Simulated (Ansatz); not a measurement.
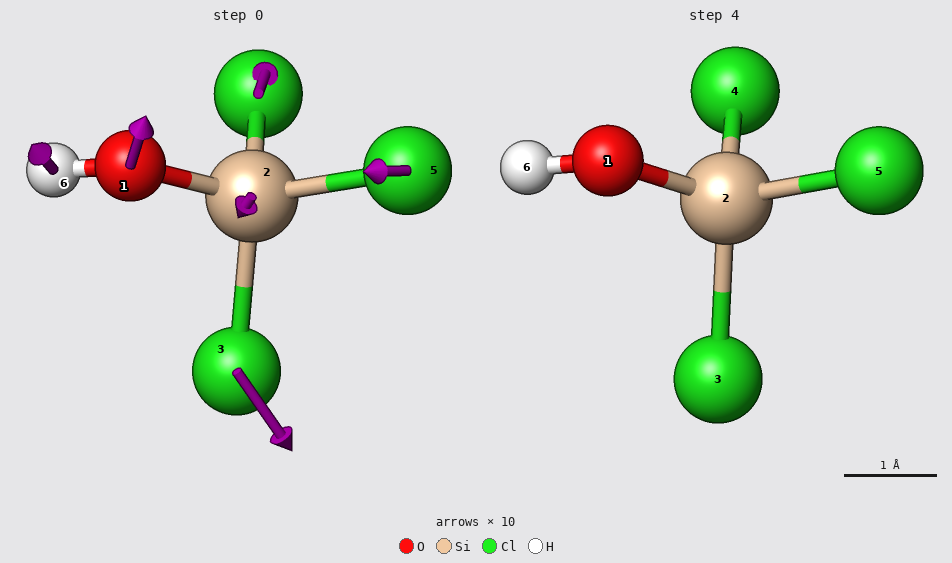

The structure of SiHOCl₃ (coarse preliminary run) before (left) and after (right) a relaxation, at one scale. The purple arrows give the displacements, magnified 10 times.

Style: ball-and-stick. Shown at a tilt.

The start comes from a force field.

The calculation used RKS PBE-D4/def2-SVP in Ansatz 0.2.0. Set-up: force threshold 0.03 eV/Å; at most 200 steps.

Summarise the run.

Answer. The largest move after the best rigid fit is that of Cl3, 0.12 Å. By element the largest moves are Cl 0.12 Å, O 0.08 Å, H 0.06 Å, Si 0.04 Å. Some distances before and after: Si2–Cl4 1.981 → 2.061 Å, Si2–Cl3 1.996 → 2.061 Å, O1–H6 0.933 → 0.974 Å, O1–Si2 1.616 → 1.653 Å. Bond angles that change, for instance: O1–Si2–Cl5 112.0° → 106.1°, O1–Si2–Cl3 106.2° → 111.7°, Si2–O1–H6 119.1° → 116.0°. After 4 geometry steps the energy has fallen by 23.4 kJ/mol. Largest force component: 2.4 eV/Å at the start, 0.029 eV/Å at the end.
